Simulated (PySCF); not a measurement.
Molecule: C4H6F2Ge, SMILES C=[CH][Ge]([F])([F])[CH]=C. Atoms near the plane z = 1.0 Å, at the PBE0/def2-SVP optimised geometry (x, y, z in Å): C2 (-0.7, 0.1, 0.0), Ge3 (0.0, -1.7, 0.0), F4 (1.7, -1.7, 0.0), C6 (-0.5, -2.9, 1.4), C7 (0.4, -3.5, 2.1), H10 (-0.5, 0.8, 0.9), H11 (-1.6, -3.1, 1.6), H12 (1.5, -3.4, 1.9).

Level of theory: PBE0/def2-TZVP run with PySCF 2.14.0. The values are rescaled to run from 0 to 1.

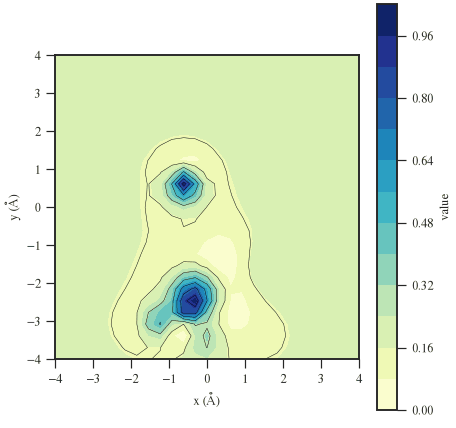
Fig. 1. a field on the plane z = 1.0 Å.

### Question
Which quantity is mapped?
(A) Laplacian of the electron density
(B) electrostatic potential
(C) deformation density (molecule minus spherical neutral atoms)
(D) electron localisation function

### Answer
C, deformation density (molecule minus spherical neutral atoms). In full: deformation density (molecule minus spherical neutral atoms) (e/bohr³).
